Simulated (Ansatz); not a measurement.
VN (rock salt)

```cif
data_NV
_chemical_formula_sum 'N1 V1'
_space_group_name_H-M_alt 'P 1'
_space_group_IT_number 1
_cell_length_a 2.91102
_cell_length_b 2.91102
_cell_length_c 2.91102
_cell_angle_alpha 60.000
_cell_angle_beta 60.000
_cell_angle_gamma 60.000
loop_
_space_group_symop_operation_xyz
  'x, y, z'
loop_
_atom_site_label
_atom_site_type_symbol
_atom_site_fract_x
_atom_site_fract_y
_atom_site_fract_z
_atom_site_occupancy
N1 N 0.00000 0.00000 0.00000 1
V1 V 0.50000 0.50000 0.50000 1
```

The volume is varied about the relaxed value V₀ at fixed cell shape. Symmetry pins the atoms to their sites.

Method: PBE (plane waves to 420 eV, PAW, scalar-relativistic; Ansatz, an electronic-structure program). k mesh 19×19×19 (Γ-centred), Fermi-Dirac smearing 0.05 eV. The energy includes the smearing's −TS. VN is run without spin polarisation. VN was relaxed with its symmetry unable to fall. ΔE is measured from the relaxed starting cell.

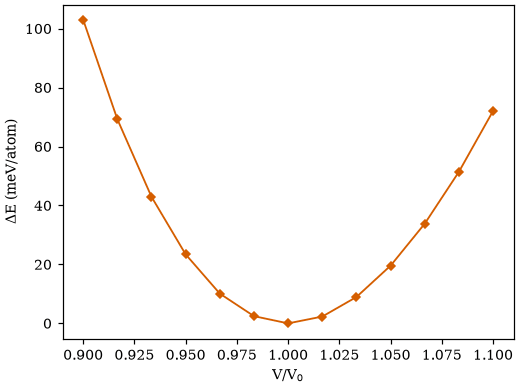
Figure: ΔE (meV/atom) against V/V₀; markers are the computed points, lines only join them.

Question: What is ΔE at V/V₀ = 1.100?

Answer: About 72 meV/atom.

Question: What bulk modulus B₀ follows from a third-order Birch-Murnaghan fit?

Answer: About 310 GPa.

Question: What is ΔE at V/V₀ = 0.900?

Answer: About 100 meV/atom.

(A scan under strain: stresses follow from slopes of the energy per volume, elastic moduli from its curvatures.)
